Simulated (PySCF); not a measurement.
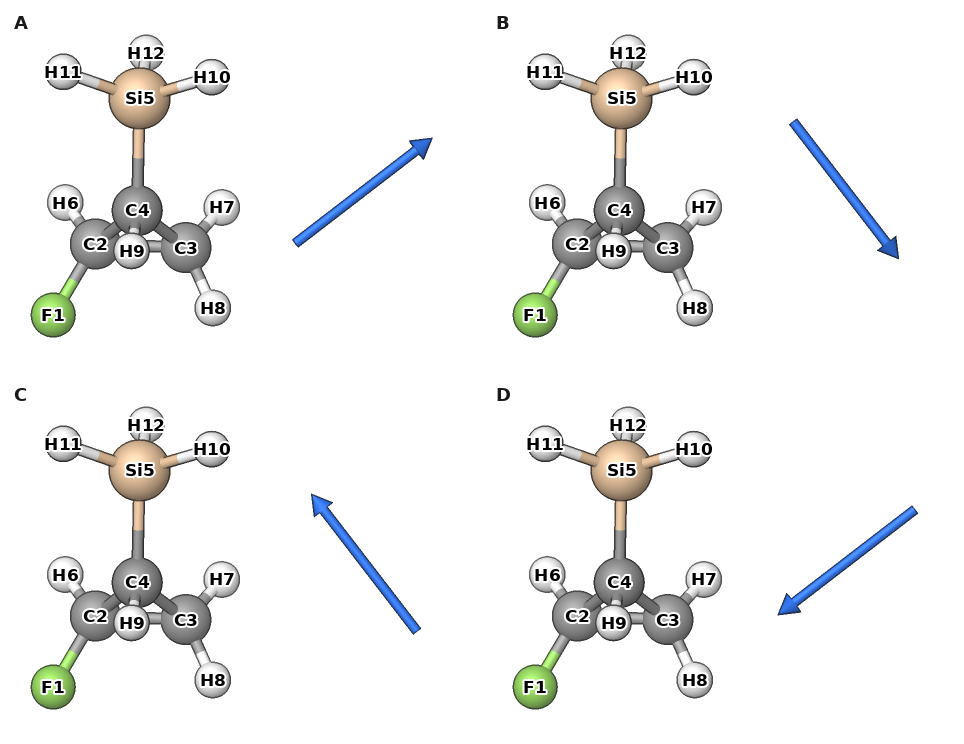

The same molecule four times, each with an arrow. Computed geometry: PBE0-D3(BJ)/def2-SVP optimisation. No frequency run is at hand to confirm it as a minimum. Level of theory: CAM-B3LYP/def2-SVPD, gas phase (PySCF 2.14.0).

Which arrow points along the dipole moment, from the negative to the positive end?

Answer. A. The dipole moment is 1.31 D; it points from the side of F1 to the side of H10 (the outermost atoms at the two ends).
